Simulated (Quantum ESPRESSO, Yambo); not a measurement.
# Beyond one shot: CdF2 (Fm-3m), part 2 of 2

Aim: iterate the self-energy on CdF2 (Fm-3m) and follow the gap from cycle to cycle.

Quantum ESPRESSO 7.5 and Yambo 5.3.0; PBE and many-body steps on it, plane waves. Known limits of the many-body steps: not at the basis limit; d shell near the gap, gap tends to lie low; no spin-orbit coupling; coarse k mesh.

So far. Step 4 (G0W0): The gap on the mesh goes from 3.12 eV to 5.34 eV, a correction of +2.22 eV. Step 5 (evGW0, cycle 1): Against G0W0 in Yambo (4×4×4 mesh, 141 bands, screening to 204.1 eV, Godby-Needs plasmon pole), the gap moves by +0.258 eV.

### 6. evGW0, cycle 2

Level of this step: evGW0 on PBE, plane waves, norm-conserving pseudopotentials (Yambo).

The corrected levels of the last cycle go back in.

Input file gw4.in:

```
HF_and_locXC
gw0
dyson
ppa
em1d
rim_cut
RandQpts= 1000000
RandGvec= 1 RL
EXXRLvcs= 94 Ry
VXCRLvcs= 376 Ry
Chimod= "HARTREE"
% BndsRnXp
 1 | 141 |
%
NGsBlkXp= 15 Ry
% LongDrXp
 1 | 1 | 1 |
%
% GbndRnge
 1 | 141 |
%
DysSolver= "n"
ExtendOut
PPAPntXp= 27.21138 eV
% QPkrange
 1 | 8 | 15 | 20 |
%
GfnQPdb= "E < ./gw3_fix/ndb.QP"
```

The run is started by

```bash
> OMP_NUM_THREADS=1 mpirun -n 4 yambo -F gw4.in -J gw4,gw1_W -C gw4 > gw4.log
```

What it wrote:

```text
 Yambo, version 5.3.0

 [02] CORE Variables Setup
 =========================

  [... cell, symmetries and grids as in the set-up ...]

  [02.05] Energies & Occupations
  ==============================

  [X] === General ===
  [X] Electronic Temperature                        :  0.000000  0.000000 [eV K]
  [X] Bosonic    Temperature                        :  0.000000  0.000000 [eV K]
  [X] Finite Temperature mode                       : no
  [X] El. density                                   :  0.86947E+24 [cm-3]
[...]
Sx RL components                                 :   4111

   QP @ state[ 1 ] K range                          :   1   8
   QP @ state[ 1 ] b range                          :  15  20
   GF energies kind                                 : Perdew, Burke & Ernzerhof(X)+Perdew, Burke & Ernzerhof(C)+ E < ./gw2/ndb.QP + @E Fit+ E < ./gw3_fix/
   GF WF`s kind                                     : Perdew, Burke & Ernzerhof(X)+Perdew, Burke & Ernzerhof(C)
   Xs energies kind                                 : Perdew, Burke & Ernzerhof(X)+Perdew, Burke & Ernzerhof(C)
   Xs WF`s kind                                     : Perdew, Burke & Ernzerhof(X)+Perdew, Burke & Ernzerhof(C)

 [13] Game Over & Game summary
```

The job ended after 11 min (4 MPI ranks of Intel Xeon Platinum 8259CL at 2.50GHz (Skylake/Cascade Lake), shared host; peak memory 1.8 GiB).

This step gave:

* quasiparticle gap on the mesh: 5.628 eV
* gap of the density functional on the mesh: 3.124 eV
* k of the valence top: 0.25, -0.5, -0.25
* k of the conduction bottom: 0, 0, 0
* least direct quasiparticle gap on the computed points: 6.419 eV

Against the cycle before, the gap moves by +0.027 eV.

The program's own table gives 5.915 eV, which is too large where the input levels are shifted: this version takes Σc at the unshifted level E₀, yet steps from the shifted one. The value above is the Newton step from E₀, E₀ + Z(Σc + Σx − Vxc), rebuilt from the printed columns.

### 7. evGW0, cycle 3

gw5.in, as its differences from gw4.in of step 6:

```diff
@@ -27,2 +27,2 @@
 %
-GfnQPdb= "E < ./gw3_fix/ndb.QP"
+GfnQPdb= "E < ./gw4_fix/ndb.QP"
```

The run is started by

```bash
> OMP_NUM_THREADS=1 mpirun -n 4 yambo -F gw5.in -J gw5,gw1_W -C gw5 > gw5.log
```

What it wrote:

```text
 Yambo, version 5.3.0

 [02] CORE Variables Setup
 =========================

  [... cell, symmetries and grids as in the set-up ...]

  [02.05] Energies & Occupations
  ==============================

  [X] === General ===
  [X] Electronic Temperature                        :  0.000000  0.000000 [eV K]
  [X] Bosonic    Temperature                        :  0.000000  0.000000 [eV K]
  [X] Finite Temperature mode                       : no
  [X] El. density                                   :  0.86947E+24 [cm-3]
[...]
Sx RL components                                 :   4111

   QP @ state[ 1 ] K range                          :   1   8
   QP @ state[ 1 ] b range                          :  15  20
   GF energies kind                                 : Perdew, Burke & Ernzerhof(X)+Perdew, Burke & Ernzerhof(C)+ E < ./gw2/ndb.QP + @E Fit+ E < ./gw3_fix/
   GF WF`s kind                                     : Perdew, Burke & Ernzerhof(X)+Perdew, Burke & Ernzerhof(C)
   Xs energies kind                                 : Perdew, Burke & Ernzerhof(X)+Perdew, Burke & Ernzerhof(C)
   Xs WF`s kind                                     : Perdew, Burke & Ernzerhof(X)+Perdew, Burke & Ernzerhof(C)

 [13] Game Over & Game summary
```

Elapsed: 11 min, on 4 MPI ranks; peak memory 1.8 GiB.

This step gave:

- quasiparticle gap on the mesh: 5.631 eV
- gap of the density functional on the mesh: 3.124 eV
- k of the valence top: 0.25, -0.5, -0.25
- k of the conduction bottom: 0, 0, 0
- least direct quasiparticle gap on the computed points: 6.422 eV

Against the cycle before, the gap moves by +0.003 eV.

The program's own table gives 5.920 eV, which is too large where the input levels are shifted: this version takes Σc at the unshifted level E₀, yet steps from the shifted one. The value above is the Newton step from E₀, E₀ + Z(Σc + Σx − Vxc), rebuilt from the printed columns.

### 8. evGW, cycle 1

This step: evGW on PBE, plane waves, norm-conserving pseudopotentials.

gw6.in, as its differences from gw5.in of step 7:

```diff
@@ -27,2 +27,3 @@
 %
-GfnQPdb= "E < ./gw4_fix/ndb.QP"
+GfnQPdb= "E < ./gw2/ndb.QP"
+XfnQPdb= "E < ./gw2/ndb.QP"
```

The run is started by

```bash
> OMP_NUM_THREADS=1 mpirun -n 4 yambo -F gw6.in -J gw6 -C gw6 > gw6.log
```

What it wrote:

```text
 Yambo, version 5.3.0

 [02] CORE Variables Setup
 =========================

  [... cell, symmetries and grids as in the set-up ...]

  [02.05] Energies & Occupations
  ==============================

  [X] === General ===
  [X] Electronic Temperature                        :  0.000000  0.000000 [eV K]
  [X] Bosonic    Temperature                        :  0.000000  0.000000 [eV K]
  [X] Finite Temperature mode                       : no
  [X] El. density                                   :  0.86947E+24 [cm-3]
[...]
Sx RL components                                 :   4111

   QP @ state[ 1 ] K range                          :   1   8
   QP @ state[ 1 ] b range                          :  15  20
   GF energies kind                                 : Perdew, Burke & Ernzerhof(X)+Perdew, Burke & Ernzerhof(C)+ E < ./gw2/ndb.QP + @E Fit
   GF WF`s kind                                     : Perdew, Burke & Ernzerhof(X)+Perdew, Burke & Ernzerhof(C)
   Xs energies kind                                 : Perdew, Burke & Ernzerhof(X)+Perdew, Burke & Ernzerhof(C)
   Xs WF`s kind                                     : Perdew, Burke & Ernzerhof(X)+Perdew, Burke & Ernzerhof(C)

 [15] Game Over & Game summary
```

Elapsed: 16 min, on 4 MPI ranks; peak memory 1.8 GiB.

This step gave:

| Item | Value |
| --- | --- |
| quasiparticle gap on the mesh | 6.180 eV |
| gap of the density functional on the mesh | 3.124 eV |
| k of the valence top | 0.25, -0.5, -0.25 |
| k of the conduction bottom | 0, 0, 0 |
| least direct quasiparticle gap on the computed points | 6.967 eV |

Against G0W0 in Yambo (4×4×4 mesh, 141 bands, screening to 204.1 eV, Godby-Needs plasmon pole), the gap moves by +0.837 eV.

The program's own table gives 6.406 eV, which is too large where the input levels are shifted: this version takes Σc at the unshifted level E₀, yet steps from the shifted one. The value above is the Newton step from E₀, E₀ + Z(Σc + Σx − Vxc), rebuilt from the printed columns.

### 9. evGW, cycle 2

gw7.in, as its differences from gw6.in of step 8:

```diff
@@ -27,3 +27,3 @@
 %
-GfnQPdb= "E < ./gw2/ndb.QP"
-XfnQPdb= "E < ./gw2/ndb.QP"
+GfnQPdb= "E < ./gw6_fix/ndb.QP"
+XfnQPdb= "E < ./gw6_fix/ndb.QP"
```

The run is started by

```bash
> OMP_NUM_THREADS=1 mpirun -n 4 yambo -F gw7.in -J gw7 -C gw7 > gw7.log
```

What it wrote:

```text
 Yambo, version 5.3.0

 [02] CORE Variables Setup
 =========================

  [... cell, symmetries and grids as in the set-up ...]

  [02.05] Energies & Occupations
  ==============================

  [X] === General ===
  [X] Electronic Temperature                        :  0.000000  0.000000 [eV K]
  [X] Bosonic    Temperature                        :  0.000000  0.000000 [eV K]
  [X] Finite Temperature mode                       : no
  [X] El. density                                   :  0.86947E+24 [cm-3]
[...]
Sx RL components                                 :   4111

   QP @ state[ 1 ] K range                          :   1   8
   QP @ state[ 1 ] b range                          :  15  20
   GF energies kind                                 : Perdew, Burke & Ernzerhof(X)+Perdew, Burke & Ernzerhof(C)+ E < ./gw2/ndb.QP + @E Fit+ E < ./gw6_fix/
   GF WF`s kind                                     : Perdew, Burke & Ernzerhof(X)+Perdew, Burke & Ernzerhof(C)
   Xs energies kind                                 : Perdew, Burke & Ernzerhof(X)+Perdew, Burke & Ernzerhof(C)
   Xs WF`s kind                                     : Perdew, Burke & Ernzerhof(X)+Perdew, Burke & Ernzerhof(C)

 [15] Game Over & Game summary
```

It took 16 min on 4 MPI ranks; peak memory 1.8 GiB; 64 min of CPU time.

Numbers from this step:

* quasiparticle gap on the mesh: 6.426 eV
* gap of the density functional on the mesh: 3.124 eV
* k of the valence top: 0.25, -0.5, -0.25
* k of the conduction bottom: 0, 0, 0
* least direct quasiparticle gap on the computed points: 7.216 eV

Against the cycle before, the gap moves by +0.245 eV.

The program's own table gives 6.713 eV, which is too large where the input levels are shifted: this version takes Σc at the unshifted level E₀, yet steps from the shifted one. The value above is the Newton step from E₀, E₀ + Z(Σc + Σx − Vxc), rebuilt from the printed columns.

### 10. evGW, cycle 3

gw8.in, as its differences from gw7.in of step 9:

```diff
@@ -27,3 +27,3 @@
 %
-GfnQPdb= "E < ./gw6_fix/ndb.QP"
-XfnQPdb= "E < ./gw6_fix/ndb.QP"
+GfnQPdb= "E < ./gw7_fix/ndb.QP"
+XfnQPdb= "E < ./gw7_fix/ndb.QP"
```

The run is started by

```bash
> OMP_NUM_THREADS=1 mpirun -n 4 yambo -F gw8.in -J gw8 -C gw8 > gw8.log
```

What it wrote:

```text
 Yambo, version 5.3.0

 [02] CORE Variables Setup
 =========================

  [... cell, symmetries and grids as in the set-up ...]

  [02.05] Energies & Occupations
  ==============================

  [X] === General ===
  [X] Electronic Temperature                        :  0.000000  0.000000 [eV K]
  [X] Bosonic    Temperature                        :  0.000000  0.000000 [eV K]
  [X] Finite Temperature mode                       : no
  [X] El. density                                   :  0.86947E+24 [cm-3]
[...]
Sx RL components                                 :   4111

   QP @ state[ 1 ] K range                          :   1   8
   QP @ state[ 1 ] b range                          :  15  20
   GF energies kind                                 : Perdew, Burke & Ernzerhof(X)+Perdew, Burke & Ernzerhof(C)+ E < ./gw2/ndb.QP + @E Fit+ E < ./gw6_fix/
   GF WF`s kind                                     : Perdew, Burke & Ernzerhof(X)+Perdew, Burke & Ernzerhof(C)
   Xs energies kind                                 : Perdew, Burke & Ernzerhof(X)+Perdew, Burke & Ernzerhof(C)
   Xs WF`s kind                                     : Perdew, Burke & Ernzerhof(X)+Perdew, Burke & Ernzerhof(C)

 [15] Game Over & Game summary
```

The job ended after 16 min (4 MPI ranks; peak memory 1.9 GiB; 62 min of CPU time).

Numbers from this step:

```yaml
quasiparticle_gap_on_the_mesh: 6.493 eV
gap_of_the_density_functional_on_the_mesh: 3.124 eV
k_of_the_valence_top: 0.25, -0.5, -0.25
k_of_the_conduction_bottom: 0, 0, 0
least_direct_quasiparticle_gap_on_the_computed_points: 7.284 eV
```

Against the cycle before, the gap moves by +0.067 eV.

The program's own table gives 6.797 eV, which is too large where the input levels are shifted: this version takes Σc at the unshifted level E₀, yet steps from the shifted one. The value above is the Newton step from E₀, E₀ + Z(Σc + Σx − Vxc), rebuilt from the printed columns.

### 11. The runs together

Times are wall times on 4 MPI ranks of Intel Xeon Platinum 8259CL at 2.50GHz (Skylake/Cascade Lake), shared host. The host was busy with other work, so they are no guide to cost.

```csv
run,mesh,bands,screening cutoff (eV),DFT gap (eV),gap on the mesh (eV),direct (eV),time
G0W0,4×4×4,141,204.1,3.124,5.343,6.106,6.3 min
"evGW0, cycle 1",4×4×4,141,204.1,3.124,5.601,6.390,12 min
"evGW0, cycle 2",4×4×4,141,204.1,3.124,5.628,6.419,11 min
"evGW0, cycle 3",4×4×4,141,204.1,3.124,5.631,6.422,11 min
"evGW, cycle 1",4×4×4,141,204.1,3.124,6.180,6.967,16 min
"evGW, cycle 2",4×4×4,141,204.1,3.124,6.426,7.216,16 min
"evGW, cycle 3",4×4×4,141,204.1,3.124,6.493,7.284,16 min
```

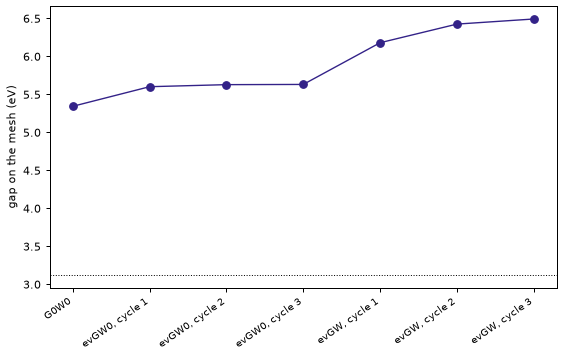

The gap through the cycles; the dotted line is the starting gap.

### 12. What came out

| Quantity | Value |
| --- | --- |
| G0W0 | 5.343 eV |
| evGW0, cycle 1 | 5.601 eV |
| evGW0, cycle 2 | 5.628 eV |
| evGW0, cycle 3 | 5.631 eV |
| evGW, cycle 1 | 6.180 eV |
| evGW, cycle 2 | 6.426 eV |
| evGW, cycle 3 | 6.493 eV |
| known limits | not at the basis limit; d shell near the gap, gap tends to lie low; no spin-orbit coupling; coarse k mesh |

In words: evGW0 ends at 5.63 eV, +0.29 eV from G0W0, after 3 cycles that took 34 min beside the first screening; the last moved the gap by 0.003 eV. evGW ends at 6.49 eV, +1.15 eV from G0W0, after 3 cycles that took 47 min beside the first screening; the last moved the gap by 0.067 eV, so the loop had not settled. Bands and cutoff are finite, so the gap is not at the basis limit. The miss can reach some tenths of an eV and take either sign; the mesh is an error of its own. The 4×4×4 mesh is coarse for this cell, which bears on the long-range parts of exchange and screening. A d shell, filled or nearly so, lies near the gap. One-shot GW converges very slowly in bands there, not always from below, and on a semilocal start the gap tends to come out low; starts rich in exact exchange can overshoot instead. The many-body steps are scalar-relativistic: spin-orbit coupling is not in them.

[Paths, hosts, dates, memory and timing lines, banners, echoed tables and standing remarks are left out of the program output.]

[Logs are printed without paths, hosts, clocks, repeated set-up lines and the standing remarks that a program may print on its own settings, such as how far it seeks lower states.]

[Runs of the session that timed out or met a known fault of the program may be left out.]

[Hosts, paths, dates, database ids (printed as entryN), source tags and the programs' standing remarks are cut or masked in the printed files.]
